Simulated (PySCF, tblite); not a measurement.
**C5H15BS: geometry, infrared bands and NMR shifts**

What infrared bands and NMR shifts should C5H15BS (`[BH3-][S@+](C)[C@H](C)CC`) show?

The runs use tblite 0.8.0 and PySCF 2.14.0, with density-fitted response routines of our own; the level of theory stands in each step. All values are computed, except where a source is named. Atoms are numbered from 0 throughout.

### 1 The molecule as given

22 atoms, charge 0, multiplicity 1; geometry from: force field or distance geometry start.

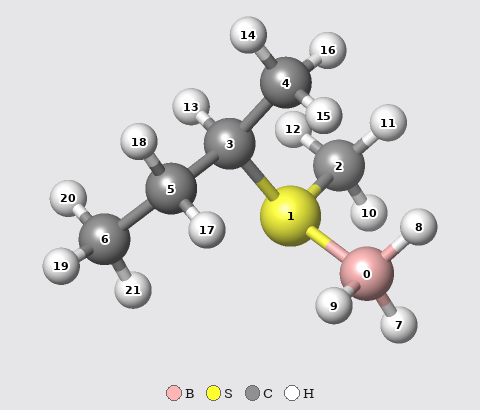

The starting geometry (boron pink, sulfur yellow, carbon grey, hydrogen white), atoms numbered.

### 2 Geometry optimisation with GFN2-xTB

Job settings and geometry (Å):

```
{"job": {"kind": "relax", "xc": "GFN2-xTB", "basis": "xTB"}, "charge": 0, "multiplicity": 1}
B     -1.485500     0.252700    -1.692100
S     -0.701400    -0.762900    -0.368200
C     -1.930100    -1.594000     0.616100
C      0.428100     0.170600     0.679900
C     -0.285800     1.372000     1.304800
C      1.675500     0.607300    -0.094400
C      2.543700    -0.571400    -0.537600
H     -2.114600    -0.451400    -2.407300
H     -2.219600     1.052800    -1.196200
H     -0.661100     0.815100    -2.320600
H     -2.525100    -2.276700    -0.038900
H     -2.626500    -0.844100     1.063500
H     -1.456600    -2.174700     1.428700
H      0.748700    -0.500200     1.521100
H      0.387200     1.904100     2.010700
H     -0.592000     2.092700     0.519000
H     -1.184900     1.051700     1.860900
H      1.386900     1.197900    -0.983100
H      2.304200     1.262900     0.563900
H      3.468400    -0.195100    -1.021100
H      2.835500    -1.181000     0.348200
H      1.994500    -1.208600    -1.258400
```

Launch:

```console
OMP_NUM_THREADS=1 python probes_run.py task.json out
```

The driver reads the jobs from task.json and runs them one after another.

**Question.** This job is followed by: GFN2-xTB harmonic vibrations, gas phase; GIAO PBE0/pcSseg-1 NMR shielding, non-relativistic, gas phase. What will the session give for the following? strongest single infrared mode (GFN2-xTB); zero-point energy (GFN2-xTB); 13C shifts against TMS (PBE0/pcSseg-1); 1H shifts against TMS (PBE0/pcSseg-1, means over atoms taken as alike); 11B shifts against BF3·OEt2 (PBE0/pcSseg-1); 33S shifts against CS2 (PBE0/pcSseg-1).

**Answer**, as computed:

```
                                                              quantity                                         value
                             strongest single infrared mode (GFN2-xTB)                         1098 cm⁻¹, 272 km/mol
                                          zero-point energy (GFN2-xTB)                                119.0 kcal/mol
                                13C shifts against TMS (PBE0/pcSseg-1)              58.1, 30.2, 29.3, 16.7, 14.9 ppm
1H shifts against TMS (PBE0/pcSseg-1, means over atoms taken as alike)  2.28, 2.13, 1.83, 1.59, 1.44, 1.36, 1.10 ppm
                           11B shifts against BF3·OEt2 (PBE0/pcSseg-1)                                     -32.4 ppm
                                33S shifts against CS2 (PBE0/pcSseg-1)                                        17 ppm
```

**Reading.** Relaxing lowered the energy by 0.549 eV in 72 steps; the close pair that moved most is B0–S1, from 1.844 to 1.974 Å. No mode is imaginary among the 60: a minimum at this level. The strongest single mode, at 1098 cm⁻¹, moves mainly H8, H9 and H7. GFN2-xTB is a fitted tight-binding method: band positions and strengths are rough. Its intensities can rank the bands wrongly. At PBE0/pcSseg-1: The widest tensor belongs to S1: span 290 ppm, with a paramagnetic part of -573 ppm.
